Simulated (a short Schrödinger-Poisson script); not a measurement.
System: MOS inversion layer, Si3N4 on p-type Si(100), at 300 K.

```csv
layer,material,thickness (nm),Na (cm⁻³)
1,Si3N4,2.3,-
2,Si,260,2.8e18
```

Constants are typed, rounded textbook-type inputs, not results; the design itself was drawn at random and stands for no fabricated device. Si3N4: permittivity 7.5, conduction-band edge (eV) 1.95, gap (eV) 5.1, electron mass (mₑ) 0.5. Si: permittivity 11.7, conduction-band edge (eV) 0, gap (eV) 1.124, Nv at 300 K (cm⁻³) 3.1e19.

Channel valleys (confinement mass, in-plane density-of-states mass, number): Δ2 0.916, 0.19, 2; Δ4 0.19, 0.417, 4. At the gate the conduction-band edge of layer 1 lies 2.4 eV − eVg above the Fermi level of the channel; the field vanishes at the back. Gaps are held at their typed values at every temperature. Mesh 0.03 nm at interfaces.

From a short Schrödinger-Poisson script (our own, NumPy): 1D Poisson equation in equilibrium, electrons quantum, Hartree (BenDaniel-Duke, 12 states a valley, the channel's in-plane mass for all, wave functions free to enter the dielectric), parabolic valleys, classical holes, full ionisation, no traps, pinning or gate leakage.

Only gate voltages with over 1e8 electrons/cm² are shown.

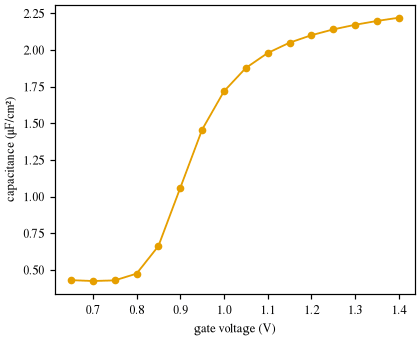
*Quasi-static capacitance against gate voltage*

| Vg (V) | electrons (cm⁻²) | C (μF/cm²) | Δ2 E0 (meV) | Δ2 E1 (meV) | Δ4 E0 (meV) | Δ4 E1 (meV) |
|---|---|---|---|---|---|---|
| 0.65 | 1.64e8 | 0.429 | 268.1 | 381.1 | 341.0 | 525.4 |
| 0.7 | 7.73e8 | 0.424 | 227.8 | 342.7 | 301.7 | 489.7 |
| 0.75 | 3.66e9 | 0.428 | 187.4 | 304.3 | 262.2 | 453.7 |
| 0.8 | 1.71e10 | 0.474 | 147.4 | 266.1 | 223.2 | 418.0 |
| 0.85 | 7.29e10 | 0.662 | 109.5 | 230.1 | 186.3 | 384.2 |
| 0.9 | 2.44e11 | 1.06 | 77.8 | 200.2 | 155.5 | 356.1 |
| 0.95 | 5.75e11 | 1.46 | 54.7 | 178.9 | 133.3 | 336.3 |
| 1 | 1.03e12 | 1.72 | 38.4 | 164.5 | 118.0 | 322.9 |
| 1.05 | 1.57e12 | 1.88 | 26.2 | 154.2 | 106.8 | 313.5 |
| 1.1 | 2.15e12 | 1.98 | 16.6 | 146.5 | 98.2 | 306.4 |
| 1.15 | 2.77e12 | 2.05 | 8.5 | 140.3 | 91.1 | 300.8 |
| 1.2 | 3.40e12 | 2.10 | 1.6 | 135.2 | 85.1 | 296.3 |
| 1.25 | 4.06e12 | 2.14 | -4.6 | 130.9 | 79.8 | 292.5 |
| 1.3 | 4.72e12 | 2.17 | -10.2 | 127.2 | 75.2 | 289.3 |
| 1.35 | 5.40e12 | 2.20 | -15.4 | 124.0 | 70.9 | 286.4 |
| 1.4 | 6.08e12 | 2.22 | -20.1 | 121.1 | 67.1 | 283.9 |

Subbands count from the Fermi level.
